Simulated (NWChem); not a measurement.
Energy and gradient calculation, with input and output: BOF

BOF, SMILES O=BF, computed with M06-2X/cc-pVTZ, RKS (NWChem 7.3.0).

The geometry comes from this level: PBE0-D4/def2-TZVP.

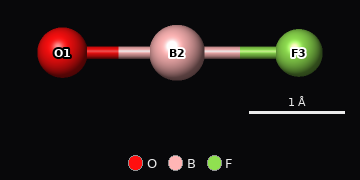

The structure (ball-and-stick view, seen at a tilt; atoms are numbered from 1 in the order of the input).

**Key numbers**

| quantity | value |
| --- | --- |
| outcome | converged |
| total energy | −200.019970 hartree |
| largest force | 0.306 eV/Å |
| hardware | 1 thread of Intel Xeon (Sapphire Rapids), 16 GiB of memory available, shared host |
| wall time | 19 s |
| peak memory | 0.12 GiB |

**Input**
```
start bfo
memory 2200 mb
charge 0
geometry noautosym nocenter noautoz
O        0.983100      -0.565100       0.479900
B        0.020300      -0.011600       0.009900
F       -1.003400       0.576800      -0.489800
end
basis spherical bse
O library cc-pVTZ
B library cc-pVTZ
F library cc-pVTZ
end
dft
xc m06-2x
mult 1
grid fine
convergence energy 1e-08
iterations 100
mulliken
print low
end
task dft gradient
```

Launched with:
```bash
nwchem bfo.nw > bfo.out
```

**What the program printed**
```
Northwest Computational Chemistry Package (NWChem) 7.3.0
             --------------------------------------------------------

           Job information
           ---------------

    nwchem branch   = 7.3.0
    use scalapack   = T
    input           = bfo.nw
    prefix          = bfo.
    data base       = ./bfo.db
    status          = startup
    nproc           =        1

           Memory information
           ------------------

    heap     =     72089598 doubles =      550.0 Mbytes
    stack    =     72089595 doubles =      550.0 Mbytes
    global   =    144179200 doubles =     1100.0 Mbytes (distinct from heap & stack)
    total    =    288358393 doubles =     2200.0 Mbytes
    verify   = yes
    hardfail = no

           Directory information
           ---------------------

  0 permanent = .
  0 scratch   = .

                                NWChem Input Module
                                -------------------

 Scaling coordinates for geometry "geometry" by  1.889725989
 (inverse scale =  0.529177249)

                             Geometry "geometry" -> ""
                             -------------------------

 Output coordinates in angstroms (scale by  1.889725989 to convert to a.u.)

  No.       Tag          Charge          X              Y              Z
 ---- ---------------- ---------- -------------- -------------- --------------
    1 O                    8.0000     0.98310000    -0.56510000     0.47990000
    2 B                    5.0000     0.02030000    -0.01160000     0.00990000
    3 F                    9.0000    -1.00340000     0.57680000    -0.48980000

      Atomic Mass
      -----------

      O                 15.994910
      B                 11.009310
      F                 18.998400

 Effective nuclear repulsion energy (a.u.)      51.4389538556

            Nuclear Dipole moment (a.u.)
            ----------------------------
        X                 Y               Z
 ---------------- ---------------- ----------------
    -2.0112353696     1.1572681954    -0.9817126511

            XYZ format geometry
            -------------------
     3
 geometry
 O                     0.98310000    -0.56510000     0.47990000
 B                     0.02030000    -0.01160000     0.00990000
 F                    -1.00340000     0.57680000    -0.48980000

 ==============================================================================
                                internuclear distances
 ------------------------------------------------------------------------------
       center one      |      center two      | atomic units |  angstroms
 ------------------------------------------------------------------------------
    2 B                |   1 O                |     2.27886  |     1.20592
    3 F                |   2 B                |     2.42289  |     1.28214
 ------------------------------------------------------------------------------
                         number of included internuclear distances:          2
 ==============================================================================

 ==============================================================================
                                 internuclear angles
 ------------------------------------------------------------------------------
        center 1       |       center 2       |       center 3       |  degrees
 ------------------------------------------------------------------------------
    1 O                |   2 B                |   3 F                |   180.00
 ------------------------------------------------------------------------------
                            number of included internuclear angles:          1
 ==============================================================================

                      Basis "ao basis" -> "" (spherical)
                      -----
  [basis functions not shown]

 Summary of "ao basis" -> "" (spherical)
 ------------------------------------------------------------------------------
       Tag                 Description            Shells   Functions and Types
 ---------------- ------------------------------  ------  ---------------------
 O                          cc-pVTZ                 10       30   4s3p2d1f
 B                          cc-pVTZ                 10       30   4s3p2d1f
 F                          cc-pVTZ                 10       30   4s3p2d1f

                                 NWChem DFT Module
                                 -----------------

  Caching 1-el integrals
   Time after variat. SCF:      0.3

     ---------------------------------------------
      Total Density - Mulliken Population Analysis
     ---------------------------------------------

    Atom       Charge   Shell Charges
 -----------   ------   -------------------------------------------------------
    1 O    8     8.78   1.95  0.25  1.06  0.49  1.40  2.37  1.24  0.00  0.01  0.00
    2 B    5     3.91   1.96  0.14  0.59  0.09  0.43  0.40  0.09  0.10  0.05  0.05
    3 F    9     9.30   1.95  0.27  1.07  0.58  1.59  2.54  1.30  0.00  0.01  0.00
   Time prior to 1st pass:      0.3

           Memory utilization after 1st SCF pass:
           Heap Space remaining (MW):       37.97            37966702
          Stack Space remaining (MW):       72.09            72089012

   convergence    iter        energy       DeltaE   RMS-Dens  Diis-err    time
 ---------------- ----- ----------------- --------- --------- ---------  ------
 d= 0,ls=0.0,diis     1   -199.8972542728 -2.51D+02  9.06D-03  1.01D+00     1.3
 d= 0,ls=0.0,diis     2   -199.7792591663  1.18D-01  4.88D-03  2.66D+00     2.3
 d= 0,ls=0.0,diis     3   -200.0178626050 -2.39D-01  7.73D-04  2.36D-02     3.3
 d= 0,ls=0.0,diis     4   -200.0193480070 -1.49D-03  2.88D-04  9.59D-03     4.3
 d= 0,ls=0.0,diis     5   -200.0199342088 -5.86D-04  8.74D-05  2.62D-04     5.3
  Resetting Diis
 d= 0,ls=0.0,diis     6   -200.0199673726 -3.32D-05  2.92D-05  1.69D-05     6.3
 d= 0,ls=0.0,diis     7   -200.0199701135 -2.74D-06  4.90D-06  4.22D-07     7.3
 d= 0,ls=0.0,diis     8   -200.0199701373 -2.38D-08  1.88D-06  5.23D-07     8.3
 d= 0,ls=0.0,diis     9   -200.0199701730 -3.57D-08  7.60D-07  1.06D-08     9.3
 d= 0,ls=0.0,diis    10   -200.0199701744 -1.45D-09  3.60D-07  8.37D-09    10.3

         Total DFT energy =     -200.019970174432
      One electron energy =     -377.623184609950
           Coulomb energy =      149.259360290894
    Exchange-Corr. energy =      -23.095099710937
 Nuclear repulsion energy =       51.438953855561

 Numeric. integr. density =       21.999999968423

     Total iterative time =     10.0s

     ---------------------------------------------
      Total Density - Mulliken Population Analysis
     ---------------------------------------------

    Atom       Charge   Shell Charges
 -----------   ------   -------------------------------------------------------
    1 O    8     8.27   1.95  0.25  1.01  0.54  1.27  2.05  1.18  0.00  0.02  0.00
    2 B    5     4.57   1.96  0.16  0.55  0.04  0.70  0.66  0.16  0.12  0.16  0.05
    3 F    9     9.16   1.95  0.27  1.04  0.61  1.57  2.41  1.29  0.00  0.01  0.00

     -------------------------------------------
      Total Density - Lowdin Population Analysis
     -------------------------------------------

    Atom       Charge   Shell Charges
 -----------   ------   -------------------------------------------------------
    1 O    8     7.67   1.58  0.47  0.81  0.47  1.22  1.91  1.18  0.00  0.03  0.00
    2 B    5     5.83   1.60  0.34  0.50  0.17  0.67  0.98  0.36  0.25  0.67  0.29
    3 F    9     8.50   1.59  0.52  0.87  0.49  1.54  2.26  1.22  0.00  0.01  0.00

                         DFT ENERGY GRADIENTS

    atom               coordinates                        gradient
                 x          y          z           x          y          z
   1 O       1.857790  -1.067884   0.906880    0.004747  -0.002733   0.002318
   2 B       0.038361  -0.021921   0.018708   -0.004359   0.002514  -0.002130
   3 F      -1.896151   1.089994  -0.925588   -0.000388   0.000219  -0.000188

 Task  times  cpu:       18.4s     wall:       18.4s
 Total times  cpu:       18.5s     wall:       18.5s
```
